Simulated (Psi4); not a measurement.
# UB2PLYP/cc-pVQZ-DK (sfX2C, density fitting, density fitting for correlation, sweep point 3) run of CClF2 (chlorodifluoromethyl radical)

What is the vertical electron affinity of CClF2 (chlorodifluoromethyl radical) at UB2PLYP/cc-pVQZ-DK (sfX2C, density fitting, density fitting for correlation, sweep point 3)? The job is set up through a Python script.

The results are computed with Psi4 1.11.

## 1. The structure to begin with

CClF2 has 4 atoms, charge 0, and is taken as a doublet. SMILES: `F[C](F)Cl`. The coordinates come from a PBE0-D4/def2-TZVP relaxation.

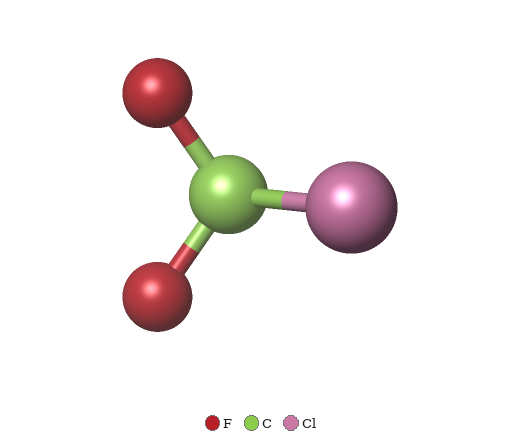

Viewed from a chosen angle; fluorine red, carbon green, chlorine pink.

## 2. The energy at UB2PLYP/cc-pVQZ-DK (sfX2C, density fitting, density fitting for correlation, sweep point 3)

Input file run.py:

```python
import psi4

psi4.set_memory('1600 MB')
psi4.set_num_threads(1)
psi4.core.set_output_file('psi4.out', False)

mol = psi4.geometry("""
0 2
F      0.04951082     0.31993063     2.44643944
C     -0.43577084    -0.35942591     0.10658055
F      1.08281307    -2.19340511    -0.60206674
Cl    -0.59148428     2.11876093    -1.98931469
units au
symmetry c1
""")

psi4.set_options({
    'basis': 'cc-pVQZ-DK',
    'reference': 'uks',
    'puream': True,
    'scf_type': 'df',
    'dft_radial_points': 99,
    'dft_spherical_points': 590,
    'num_frozen_docc': 8,
    'maxiter': 150,
    'relativistic': 'x2c',
})

e_tot, wfn = psi4.energy("b2plyp", return_wfn=True)
print('E =', round(e_tot, 9))
```

Launch:

```
$ python run.py
```

psi4.out:

```text
[...]
  Running in c1 symmetry.
[...]
  Nuclear repulsion =  158.060087713314061
[...]
  Multiplicity = 2
[...]
  Nalpha       = 21
  Nbeta        = 20
[...]
    Number of basis functions: 224
[...]
    WARNING: The X2C and Dirac Hamiltonians have substatially different eigenvalues!
             This is probably caused by the recontraction of the basis set.
[...]
   @DF-UKS iter   1:  -699.08304875603085   -2.23167e-01   1.83007e-03 DIIS/ADIIS
[...]
   @DF-UKS iter   9:  -699.13415814442931   -5.49545e-08   3.43821e-07 DIIS
[...]
   @S^2 Observed:                7.549453953E-01
[...]
    Orbital Energies [Eh]
    ---------------------
    Alpha Occupied:
       1A   -103.336445     2A    -25.444978     3A    -25.444965
       4A    -10.865512     5A    -10.026797     6A     -7.605214
       7A     -7.598816     8A     -7.597875     9A     -1.497390
      10A     -1.433308    11A     -1.028502    12A     -0.809707
      13A     -0.701522    14A     -0.673327    15A     -0.665071
      16A     -0.586047    17A     -0.554088    18A     -0.538237
      19A     -0.442548    20A     -0.420476    21A     -0.329486
    Alpha Virtual:
      22A      0.074847    23A      0.154341    24A      0.163874
      25A      0.167497    26A      0.226639    27A      0.248252
[...]
  @DF-UKS Final Energy:  -699.13415814442931
   => Energetics <=
    Nuclear Repulsion Energy =            158.0600877133140614
    One-Electron Energy =               -1281.0223113465845017
    Two-Electron Energy =                 449.9812021456234561
    DFT Exchange-Correlation Energy =     -26.1531366567822730
    Empirical Dispersion Energy =           0.0000000000000000
    VV10 Nonlocal Energy =                  0.0000000000000000
    Total Energy =                       -699.1341581444293070
[...]
 Multipole Moments:
 ------------------------------------------------------------------------------------
     Multipole            Electronic (a.u.)      Nuclear  (a.u.)        Total (a.u.)
 ------------------------------------------------------------------------------------
 L = 1.  Multiply by 2.5417464519 to convert [e a0] to [Debye]
 Dipole X            :          0.2323293           -0.3555241           -0.1231948
 Dipole Y            :         -0.4209224            0.5054493            0.0845269
 Dipole Z            :          0.4257361           -0.5372316           -0.1114955
 Magnitude           :                                                    0.1864216
[...]
```

Standard output:

```text
E = -699.421493555
```

Run time: 22 s. Hardware: 1 thread of Intel Xeon 6975P-C (Granite Rapids), shared host; peak memory 1 GiB.

## 3. The singlet anion, same level

Input file job.py:

```python
import psi4

psi4.set_memory(1600000000)
psi4.set_num_threads(1)
psi4.core.set_output_file('cclf2.out', False)

molecule = psi4.geometry("""
-1 1
F      0.04951082     0.31993063     2.44643944
C     -0.43577084    -0.35942591     0.10658055
F      1.08281307    -2.19340511    -0.60206674
Cl    -0.59148428     2.11876093    -1.98931469
units bohr
symmetry c1
""")

options = {'basis': 'cc-pVQZ-DK', 'reference': 'rks', 'puream': True, 'scf_type': 'df', 'dft_radial_points': 99, 'dft_spherical_points': 590, 'num_frozen_docc': 8, 'relativistic': 'x2c'}
psi4.set_options(options)

E, wfn = psi4.energy('b2plyp', return_wfn=True)
print(f'b2plyp energy: {E:.10f} Eh')
```

Launch:

```
$ python job.py
```

cclf2.out:

```text
[...]
  Running in c1 symmetry.
[...]
  Nuclear repulsion =  158.060087713314061
[...]
  Multiplicity = 1
[...]
  Nalpha       = 21
  Nbeta        = 21
[...]
    Number of basis functions: 224
[...]
    WARNING: The X2C and Dirac Hamiltonians have substatially different eigenvalues!
             This is probably caused by the recontraction of the basis set.
[...]
   @DF-RKS iter   1:  -699.02655525516491   -1.66673e-01   2.26181e-03 DIIS/ADIIS
[...]
   @DF-RKS iter   8:  -699.12553708874475   -7.83502e-08   3.54789e-07 DIIS
[...]
    Orbital Energies [Eh]
    ---------------------
    Doubly Occupied:
       1A   -103.070784     2A    -25.163581     3A    -25.163568
       4A    -10.490816     5A     -9.762220     6A     -7.338770
       7A     -7.334611     8A     -7.334139     9A     -1.215276
      10A     -1.155332    11A     -0.755846    12A     -0.526554
      13A     -0.423378    14A     -0.390769    15A     -0.375652
      16A     -0.311885    17A     -0.288069    18A     -0.262095
      19A     -0.181472    20A     -0.171399    21A      0.041589
[...]
  @DF-RKS Final Energy:  -699.12553708874475
   => Energetics <=
    Nuclear Repulsion Energy =            158.0600877133140614
    One-Electron Energy =               -1292.1826137474993175
    Two-Electron Energy =                 461.3122955384920942
    DFT Exchange-Correlation Energy =     -26.3153065930515027
    Empirical Dispersion Energy =           0.0000000000000000
    VV10 Nonlocal Energy =                  0.0000000000000000
    Total Energy =                       -699.1255370887447498
[...]
 Multipole Moments:
 ------------------------------------------------------------------------------------
     Multipole            Electronic (a.u.)      Nuclear  (a.u.)        Total (a.u.)
 ------------------------------------------------------------------------------------
 L = 1.  Multiply by 2.5417464519 to convert [e a0] to [Debye]
 Dipole X            :          0.9130058           -0.3555241            0.5574817
 Dipole Y            :         -0.2313801            0.5054493            0.2740692
 Dipole Z            :          0.5001913           -0.5372316           -0.0370404
 Magnitude           :                                                    0.6223117
[...]
```

On the terminal:

```text
b2plyp energy: -699.4251604112 Eh
```

Wall time 14 s (1 thread of Intel Xeon 6975P-C (Granite Rapids), shared host); peak memory 1 GiB.

## 4. Outcome

Level: UB2PLYP/cc-pVQZ-DK (sfX2C, density fitting, density fitting for correlation, sweep point 3), 8 core orbitals frozen.

| quantity | value |
| --- | --- |
| doublet CClF2: total energy | -699.42149 Eh |
| doublet CClF2: HOMO energy (SCF part's orbitals) (highest over α and β) | -8.97 eV |
| doublet CClF2: LUMO energy (SCF part's orbitals) (lowest over α and β) | -0.74 eV |
| doublet CClF2: ⟨S²⟩ | 0.755 |
| singlet anion: total energy | -699.42516 Eh |
| singlet anion: HOMO energy (SCF part's orbitals) | 1.13 eV |
| singlet anion: LUMO energy (SCF part's orbitals) | 8.30 eV |
| singlet anion: HOMO–LUMO gap (to an unbound level, set by the basis) | 7.17 eV |
| vertical electron affinity (to the singlet anion) | 0.100 eV |

In words: At fixed nuclei the extra electron is bound by 0.10 eV (2.3 kcal/mol). The basis has no diffuse functions, so the error can be as large as this value. The HOMO (singlet anion) lies at positive energy, 1.13 eV; only total energies tell whether the electron is bound.
